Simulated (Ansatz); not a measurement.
# Cl$_{5}$FW: what the fields show

```xyz
7

Cl   -1.8194   -0.5817    1.2572
Cl    0.3598   -2.2243   -0.4951
Cl    1.7308    0.5690   -1.4086
Cl   -0.4471    2.2116    0.3456
Cl    1.3812   -0.0990    1.7825
F    -1.1384    0.0651   -1.5021
W    -0.0056   -0.0088   -0.0253
```

Geometry: PBE0-D4/def2-SVP; core potentials replace the inner electrons of W.

Method: Ansatz 0.2.0, isolated molecule in a Gaussian basis; Kohn-Sham density functional theory, functional PBE0.

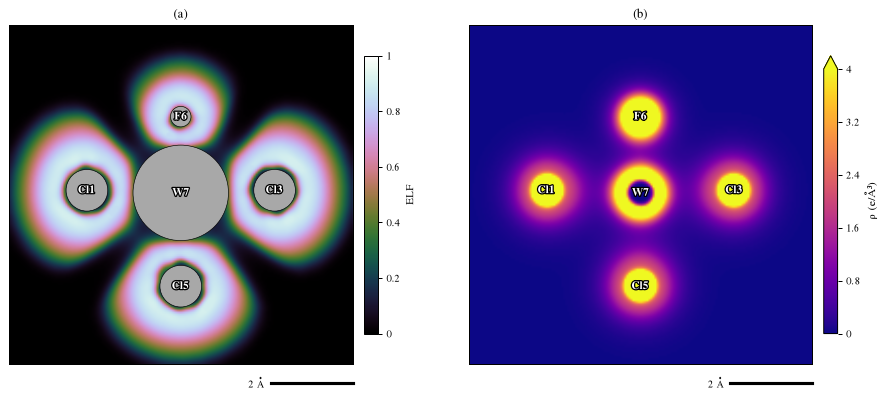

Figure 1. (a) electron localisation function; (b) electron density on the plane of atoms Cl3, W7 and F6. Grey discs cover the atomic cores in the ELF map.

### Read the bonding off the picture.

- The plane passes through Cl, F and W nuclei.
- W–F (1.86 Å): ρ at the midpoint is about 1.1 e/Å³; the ELF peaks at about 0.85 in the valence shell of F, 0.5 Å from its nucleus, and drops to about 0.25 between the two atoms.
- W–Cl (2.28 Å): ρ at the midpoint is about 0.72 e/Å³; the ELF peaks at about 0.85 in the valence shell of Cl, 0.8 Å from its nucleus, and is about 0.40 at the midpoint.

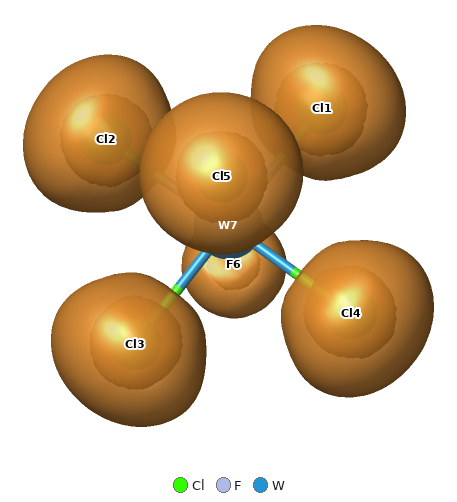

Figure 2. Isosurface of the electron localisation function at 0.75 (orange), seen at a tilt. Core shells and regions of very low density are left out.

### Identify the bonds, lone pairs and shells in this picture.

The surface consists of five regions wrapped around Cl (the valence shell of each) and one region wrapped around F (its valence shell).

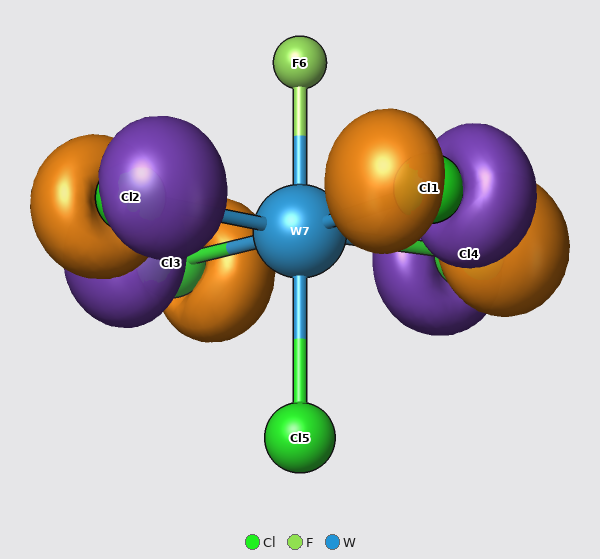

Figure 3. The HOMO at ±0.15 Å⁻³ᐟ² (orange and purple are the two phases), seen from one side.

### Describe this orbital and give its energy.

It lies mainly on Cl1 (about 25 %), Cl2 (about 25 %), Cl3 (about 25 %) and Cl4 (about 25 %); largely a combination of lone pairs on Cl1, Cl2, Cl3 and Cl4. Its energy is −9.33 eV.
